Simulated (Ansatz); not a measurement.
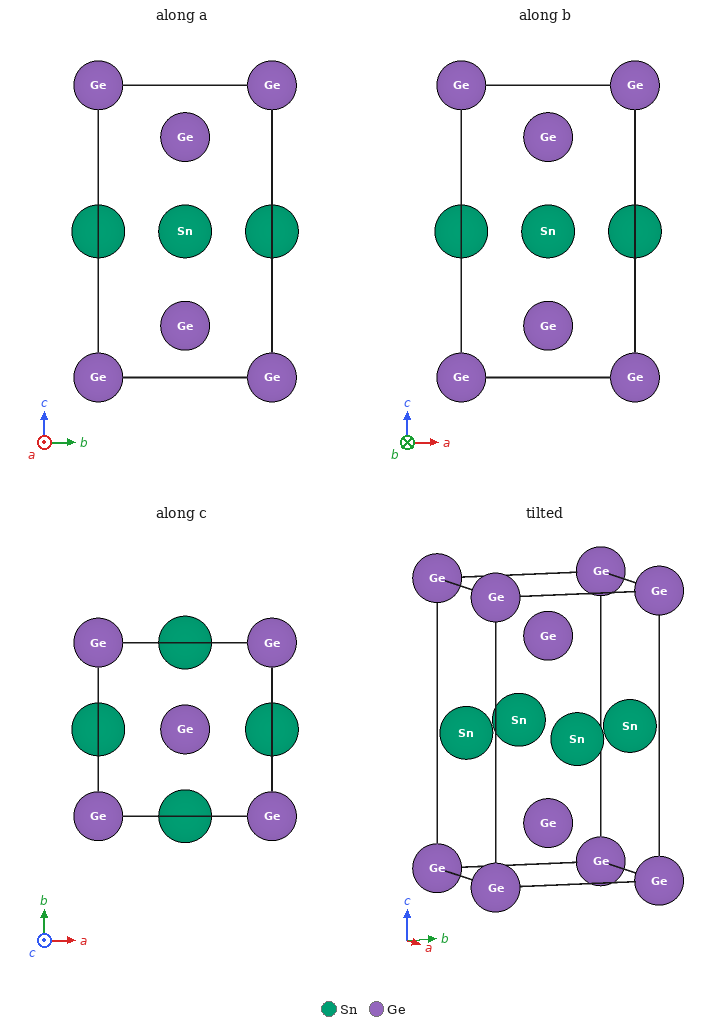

Spheres-only model, viewed along the a axis, along the b axis, along the c axis and slightly off an axis. One conventional unit cell is outlined, and atoms on its boundary appear in each equivalent place.

Lattice parameters: a = 4.2065 Å, b = 4.2065 Å, c = 7.0767 Å, α = 90.000°, β = 90.000°, γ = 90.000°.

Q: Express the structure as a CIF in P1 with every atom of the cell, with free fractional coordinates to two decimals.

A:
```cif
data_structure
_symmetry_space_group_name_H-M 'P 1'
_symmetry_Int_Tables_number 1
_cell_length_a 4.2065
_cell_length_b 4.2065
_cell_length_c 7.0767
_cell_angle_alpha 90.000
_cell_angle_beta 90.000
_cell_angle_gamma 90.000
_cell_volume 125.22
loop_
_atom_site_label
_atom_site_type_symbol
_atom_site_fract_x
_atom_site_fract_y
_atom_site_fract_z
_atom_site_occupancy
Sn1 Sn 0.00 0.50 0.50 1
Sn2 Sn 0.50 0.00 0.50 1
Ge1 Ge 0.50 0.50 0.82 1
Ge2 Ge 0.50 0.50 0.18 1
Ge3 Ge 0.00 0.00 0.00 1
```

The cell started as a random cell made by a generator, so it need not be a real form of the compound. What is shown is the relaxed result from DFT PBE, scalar-relativistic, plane waves, PAW in Ansatz 0.2.0.
